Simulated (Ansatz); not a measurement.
One stationary structure of GaP. Space group F-43m (No. 216), zinc blende type. Calculation: PBE (plane waves to 420 eV, PAW, scalar-relativistic; Ansatz, a first-principles code).

```xyz
2
Lattice="0.0000 2.7529 2.7529 2.7529 0.0000 2.7529 2.7529 2.7529 0.0000" Properties=species:S:1:pos:R:3 pbc="T T T"
P      4.1293     4.1293     4.1293
Ga     0.0000     0.0000     0.0000
```

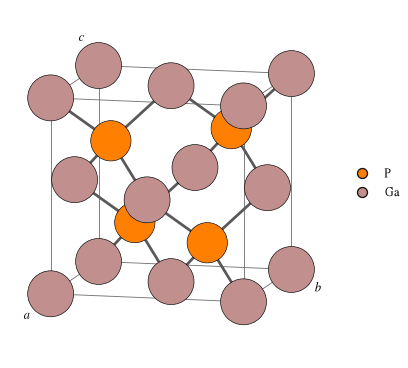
Figure. The conventional cell of the relaxed structure

| Item | Value |
|---|---|
| Volume per atom | 20.86 Å³ |
| Band gap | 1.58 eV, direct at Γ (no spin-orbit coupling) |
| Shortest distances | Ga–P 2.38 Å |
| k-mesh | 10×10×10 |

No spin polarisation in the result.

Measured for GaP: a 5.439 Å (static lattice; corrected from measurement; as listed in Daniel Mejia-Rodriguez, S. B. Trickey, Phys. Rev. B (2018)); gap 2.43 eV (static lattice; corrected from measurement; as listed in Wei Chen et al., Physical Review Materials (2018)). Computed minus measured — a: PBE +1.2 %; gap: PBE -0.85 eV. The computed values are for a static lattice, and a measured gap can be an optical one, lowered by exciton binding.

The run could not lose the symmetry of its start; a randomly shaken copy of 2 atoms returns to this structure.

All atoms sit on sites fixed by symmetry, so only the cell could relax.
